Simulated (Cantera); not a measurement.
Charge: 1 mol Cr₂O₃, a varied amount of H₂, at 1650 K and 0.248 Torr.

Cantera equilibrium calculation (NASA polynomials, part measured and part estimated; ideal gas, pure solids and liquids). Candidate condensed phases: Cr, Cr₂O₃, H₂O; 13 gas species. Kinetics and transport are ignored.

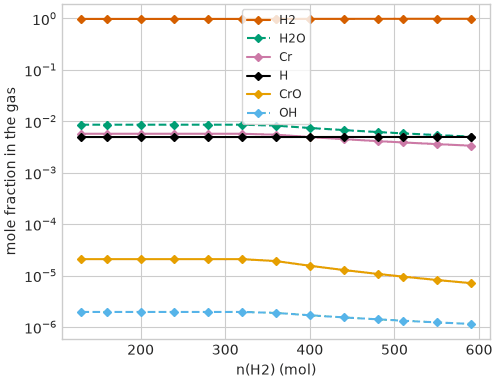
Fig. 1. Equilibrium gas composition (values under 1e-9 drawn at 1e-9)

Question: Read off the mole fractions at 480 mol H₂.

Answer: H₂ about 0.98, H₂O about 0.0062, H about 0.0050, Cr about 0.0041, CrO about 1.1e-5, OH about 1.4e-6.
